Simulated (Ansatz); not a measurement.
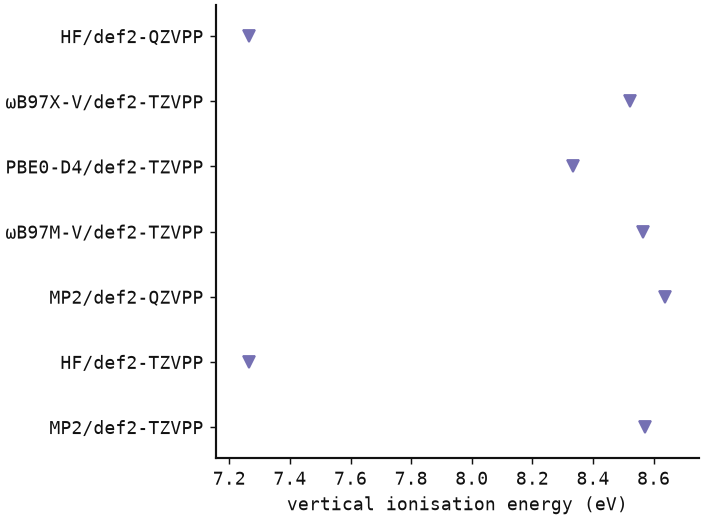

Vertical ionisation energy of C₆H₉OSc, SMILES [CH3][Sc]1234([OH])[C@H]5[C@@H]1[C@@H]2[C@@H]3[C@@H]45, singlet, taken as the energy of the cation less that of the neutral at fixed geometry (unrestricted doublet cation, cores frozen in correlated methods, no spin-orbit coupling), the Ansatz code 0.2.0, at a PBE0-D4/def2-TZVP geometry (no frequency check).

**What range do the values span?**

From 7.27 eV (HF/def2-QZVPP) to 8.64 eV (MP2/def2-QZVPP).

**Give the values.**

```csv
level,eV
HF/def2-QZVPP,7.27
ωB97X-V/def2-TZVPP,8.52
PBE0-D4/def2-TZVPP,8.33
ωB97M-V/def2-TZVPP,8.57
MP2/def2-QZVPP,8.64
HF/def2-TZVPP,7.27
MP2/def2-TZVPP,8.57
```

Limits of at least one run: no scalar relativity up to krypton; outer-core shells are correlated without core-valence functions, which makes the correlated values less sure.
